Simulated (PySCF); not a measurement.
SMILES F[C]F (charge +1), doublet, CAM-B3LYP/def2-SVP optimised geometry. Atoms within 1.6 Å of the plane z = 0.0 Å (x, y, z in Å): F1 (0.95, -0.50, 0.00), C2 (-0.26, -0.50, 0.00), F3 (-0.95, 0.50, 0.00).

Computed with unrestricted CAM-B3LYP/def2-TZVP in PySCF. Cells within 0.4 Å of a nucleus heavier than hydrogen are left out (blank, or x).

Map of the Laplacian of the electron density (e/bohr⁵), clipped to [-1.50, 1.50] on the plane z = 0.0 Å:

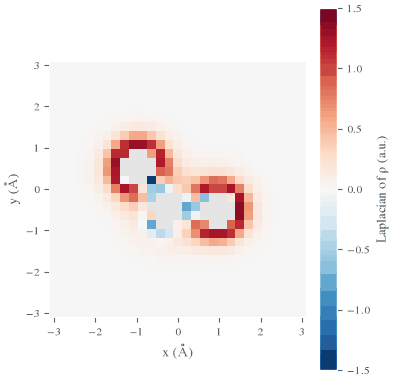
Fig. 1. Laplacian of the electron density (e/bohr⁵), clipped to [-1.50, 1.50] on the plane z = 0.0 Å.
